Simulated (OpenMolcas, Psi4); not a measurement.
# How methods differ on SnNH4Cl (SMILES [NH2][SnH2][Cl])

SnNH4Cl: 7 atoms, total charge 0, spin state singlet. SMILES: `[NH2][SnH2][Cl]`. Geometry: relaxed at PBE0-D4/def2-TZVP. This is one conformer, not always the lowest.

```xyz
7

N    -0.9728   -0.0201   -0.8352
Sn    0.5623    0.0414    0.4491
Cl    0.8464   -2.1335    1.2510
H    -1.8035    0.4855   -0.5665
H    -0.7564    0.1652   -1.8030
H     0.1728    0.9768    1.8146
H     2.0124    0.4168   -0.3557
```

Quantity: the energy change with the N1–H4 bond stretched from 1.009 to 1.312 Å, in eV. The values are calculated.

```
                                        level                 kind     program  value (eV)
    HF/def2-SVP (core potential) (restricted)         Hartree–Fock        Psi4        1.35
 SVWN5/def2-SVP (core potential) (restricted)                  LDA  OpenMolcas        1.02
   PBE/def2-SVP (core potential) (restricted)                  GGA  OpenMolcas        1.01
revPBE/def2-SVP (core potential) (restricted)                  GGA  OpenMolcas        1.01
  TPSS/def2-SVP (core potential) (restricted)             meta-GGA  OpenMolcas        1.02
 B3LYP/def2-SVP (core potential) (restricted)        global hybrid  OpenMolcas        1.10
  PBE0/def2-SVP (core potential) (restricted)        global hybrid  OpenMolcas        1.15
   MP2/def2-SVP (core potential) (restricted)  perturbation theory  OpenMolcas        1.16
```

The first shape isn't each level's own minimum. The values span 1.01 to 1.35 eV. In the correlated wave-function rows the outer d shell of Sn is correlated, in sets not made for it.

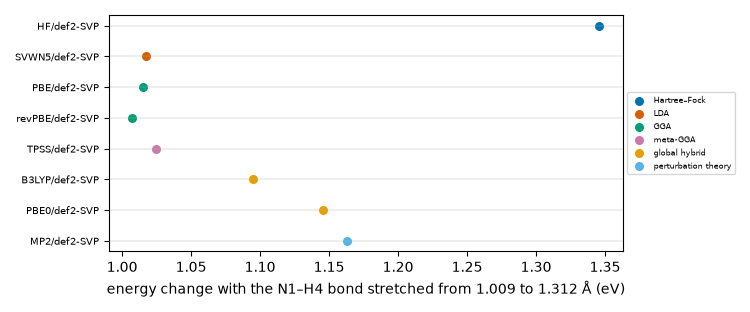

The values of the table, level by level.
